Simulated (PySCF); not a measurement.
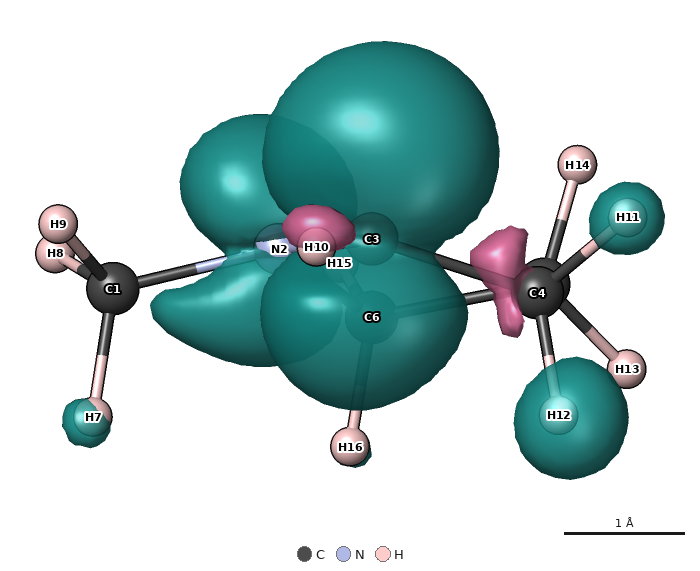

The picture shows: C$_{5}$H$_{10}$N (SMILES CN1[CH]CCC1) (doublet). Isosurfaces of the spin density at +0.02 (teal) and −0.02 e/Å³ (pink), seen from one side.

Geometry: GFN2-xTB.

Level of theory: UKS B3LYP, pcH-1 on C H N, non-relativistic, mean-field spin-orbit, GIAO (PySCF 2.14.0, density-fitted response routines).

```xyz
16

C     2.1010   -0.0422    0.1612
N     0.6868   -0.0576    0.4090
C    -0.0419    1.1194    0.5289
C    -1.4154    0.9370   -0.0197
C    -1.5455   -0.5897   -0.0612
C    -0.1063   -1.0525   -0.2846
H     2.3417    0.1723   -0.8918
H     2.5237   -1.0155    0.4178
H     2.5663    0.7187    0.7851
H     0.4734    2.0615    0.5572
H    -2.1858    1.4030    0.5986
H    -1.5128    1.3609   -1.0321
H    -2.2182   -0.9404   -0.8415
H    -1.9032   -0.9539    0.9017
H     0.0920   -2.0489    0.1201
H     0.1364   -1.0630   -1.3602
```

Q: Where is the unpaired spin?

A: The unpaired spin (1 electron) lies mostly on C3 (about 0.6) and N2 (about 0.2), in electrons by Hirshfeld's partition.
